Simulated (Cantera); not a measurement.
Input: 1 mol HI, 0.4 mol H₂, 5.8 mol O₂, at 51.8 Torr.

These are equilibrium values from Cantera (NASA tables, ideal gas, pure condensed phases), not measurements of a reactor. Candidate condensed phases: H₂O, I₂; 12 gas species. Kinetics and transport are ignored.

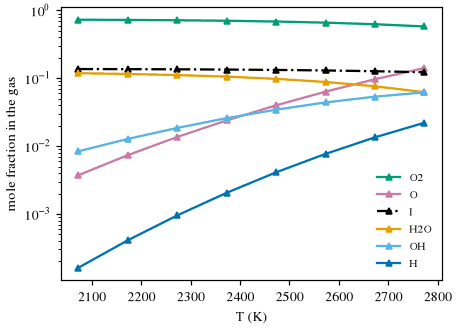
Fig. 1. Equilibrium gas composition (values under 1e-9 drawn at 1e-9)

Question: Read off the mole fractions at 2073 K.

Answer: O₂ about 0.73, I about 0.14, H₂O about 0.12, OH about 0.0084, O about 0.0037, H about 0.00016.
